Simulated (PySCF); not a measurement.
# What a change does: NMR shielding calculation on SiCl4

System: SiCl4, SMILES Cl[Si](Cl)(Cl)Cl.
Method of the first run: GIAO WP04/pcSseg-1 NMR shielding, non-relativistic, IEF-PCM chloroform (PySCF 2.14.0).

The geometry comes from this level: PBE0-D3(BJ)/def2-SVP. Text and figures count atoms from 1; the logs count them from 0 in places.

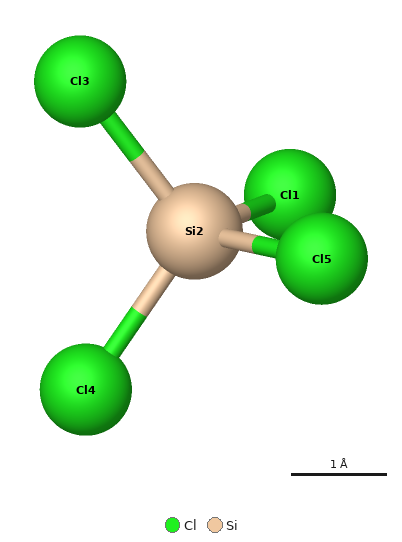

The input geometry (ball-and-stick view, seen at a tilt; atoms are numbered from 1 in the order of the input). Bond lengths as drawn: Cl–Si 2.03 Å.

The input, the first run:
```
{"job": {"kind": "nmr", "xc": "WP04", "basis": "pcSseg-1", "solvent": "chloroform", "pop": false}, "charge": 0, "multiplicity": 1}
Cl     0.692965    -1.297539     1.429593
Si     0.021977     0.024463     0.038028
Cl    -0.943069     1.554772     0.966382
Cl     1.597669     0.769644    -1.011631
Cl    -1.258027    -0.927495    -1.225398
```

The first line tells a small driver script what to run in PySCF; the rest is the geometry in Å.

Launched with:
```bash
OMP_NUM_THREADS=1 python <driver script> task.json out
```

Hardware: 1 CPU thread, shared host.

Output (the first run):
```
coarse grid: 8120 points
cycle   1  E = -2150.1276542621  dE =  6.066e-01  |g| = 7.525e-01  |ddm| = 2.453e+00
cycle   2  E = -2150.0253021746  dE =  1.024e-01  |g| = 9.822e-01  |ddm| = 1.795e+00
cycle   3  E = -2150.2431748845  dE = -2.179e-01  |g| = 1.333e-01  |ddm| = 1.120e+00
cycle   4  E = -2150.2475982840  dE = -4.423e-03  |g| = 1.616e-02  |ddm| = 1.576e-01
cycle   5  E = -2150.2476723053  dE = -7.402e-05  |g| = 2.606e-03  |ddm| = 1.812e-02
cycle   6  E = -2150.2476731821  dE = -8.768e-07  |g| = 1.052e-04  |ddm| = 1.308e-03
final grid: 58912 points
cycle   7  E = -2150.2635547250  dE = -1.581e-05  |g| = 3.188e-03  |ddm| = 1.075e-02
cycle   8  E = -2150.2635534132  dE =  1.312e-06  |g| = 3.677e-03  |ddm| = 7.060e-03
cycle   9  E = -2150.2635566489  dE = -3.236e-06  |g| = 5.918e-04  |ddm| = 4.391e-03
cycle  10  E = -2150.2635567278  dE = -7.896e-08  |g| = 1.297e-04  |ddm| = 6.564e-04
cycle  11  E = -2150.2635567321  dE = -4.290e-09  |g| = 1.071e-05  |ddm| = 1.335e-04
cycle  12  E = -2150.2635567321  dE = -1.728e-11  |g| = 4.291e-06  |ddm| = 1.548e-05
converged SCF energy = -2150.2635567321

GIAO shielding tensors (ppm)
atom      isotropic    diamagn.    paramagn.     s11        s22        s33       span
  0 Cl     740.761    1151.186    -410.424    621.301    623.363    977.620    356.320
  1 Si     323.771     876.257    -552.486    323.175    323.984    324.153      0.978
  2 Cl     740.721    1151.173    -410.451    621.284    623.195    977.686    356.402
  3 Cl     740.486    1151.194    -410.708    620.704    622.459    978.295    357.591
  4 Cl     740.529    1151.273    -410.744    620.672    622.408    978.508    357.837
```

For the second run the input was changed thus:
```diff
-"xc": "WP04"
+"xc": "wB97X-D"
```

Predict how the results change.

The total energies belong to different methods, so their difference says nothing on which is more stable or more accurate. The HOMO goes from −10.72 to −11.59 eV. The LUMO goes from −3.18 to 0.94 eV. Of all shieldings, the largest change is that of Cl5, by +16.6 ppm. The functional changes from WP04 to wB97X-D. Exact exchange removes part of the self-interaction error of semilocal functionals, which pushes filled and empty levels apart. The SCF takes 11 iterations against 12.

Output (the second run):
```
coarse grid: 8120 points
cycle   1  E = -2130.2603889033  dE =  6.639e-01  |g| = 5.401e-01  |ddm| = 2.316e+00
cycle   2  E = -2130.2803366093  dE = -1.995e-02  |g| = 5.342e-01  |ddm| = 1.167e+00
cycle   3  E = -2130.3492592317  dE = -6.892e-02  |g| = 1.578e-02  |ddm| = 5.154e-01
cycle   4  E = -2130.3493459819  dE = -8.675e-05  |g| = 3.459e-03  |ddm| = 2.959e-02
cycle   5  E = -2130.3493529767  dE = -6.995e-06  |g| = 1.083e-03  |ddm| = 9.835e-03
final grid: 58912 points
cycle   6  E = -2130.3942345751  dE = -1.168e-04  |g| = 6.025e-03  |ddm| = 3.132e-02
cycle   7  E = -2130.3942394964  dE = -4.921e-06  |g| = 4.336e-03  |ddm| = 1.205e-02
cycle   8  E = -2130.3942427768  dE = -3.280e-06  |g| = 4.919e-04  |ddm| = 4.197e-03
cycle   9  E = -2130.3942428296  dE = -5.288e-08  |g| = 1.690e-04  |ddm| = 6.208e-04
cycle  10  E = -2130.3942428377  dE = -8.074e-09  |g| = 2.393e-05  |ddm| = 1.790e-04
cycle  11  E = -2130.3942428382  dE = -4.902e-10  |g| = 3.726e-06  |ddm| = 7.643e-05
converged SCF energy = -2130.3942428382

GIAO shielding tensors (ppm)
atom      isotropic    diamagn.    paramagn.     s11        s22        s33       span
  0 Cl     757.096    1147.282    -390.186    652.718    654.690    963.880    311.162
  1 Si     329.543     873.907    -544.363    328.917    329.769    329.945      1.028
  2 Cl     757.064    1147.269    -390.205    652.704    654.533    963.955    311.250
  3 Cl     757.015    1147.289    -390.274    652.410    654.073    964.561    312.151
  4 Cl     757.110    1147.363    -390.254    652.454    654.096    964.779    312.325
```

The two runs side by side:

```tsv
quantity	the first run	the second run
outcome	converged	converged
total energy (hartree)	−2150.263557	−2130.394243
HOMO (eV)	−10.72	−11.59
LUMO (eV)	−3.18	0.94
dipole moment (D)	0.01	0.01
shielding of Cl1 (ppm)	740.8	757.1
shielding of Si2 (ppm)	323.8	329.5
shielding of Cl3 (ppm)	740.7	757.1
shielding of Cl4 (ppm)	740.5	757.0
shielding of Cl5 (ppm)	740.5	757.1
SCF iterations	12	11
basis functions	120	120
wall time (shared host)	19 s	24 s
```
